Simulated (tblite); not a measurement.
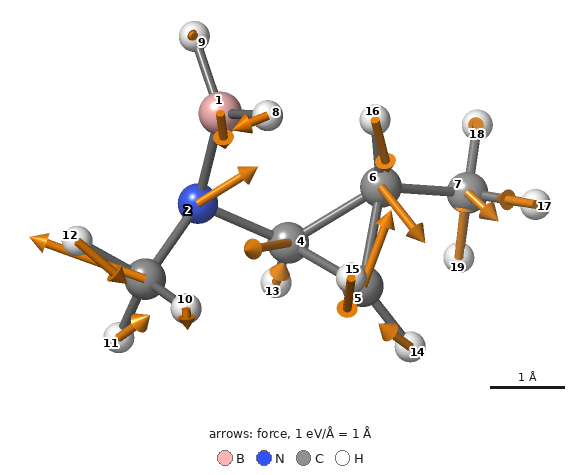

Starting geometry of C₅H₁₂BN with the computed forces as orange arrows. Style: ball-and-stick. Shown at a tilt.

Level of theory: GFN2-xTB geometry optimisation, gas phase in tblite 0.8.0. 

> Is this structure relaxed? If not, where do the atoms go?

It isn't relaxed: the largest force vector, on a C atom, is 1.67 eV/Å. The final displacements have little in common with the starting forces (cosine between the two patterns 0.20). The largest move after the best rigid fit is that of an H atom, 1.99 Å. Largest moves by element: H 1.99 Å, N 0.51 Å, C 0.34 Å, B 0.32 Å. Near-neighbour distances that change, for instance: B–N 1.512 → 1.379 Å, C–H 1.128 → 1.086 Å, C–C 1.540 → 1.501 Å, C–H 1.109 → 1.080 Å. Bond angles that change, for instance: B–N–C 110.6° → 125.1°, B–N–C 112.6° → 123.8°, C–C–C 111.7° → 120.3°. The energy falls by 168.9 kJ/mol in 100 geometry steps. The run took 0.59 s on 1 thread of Arm Neoverse V1 (shared host).
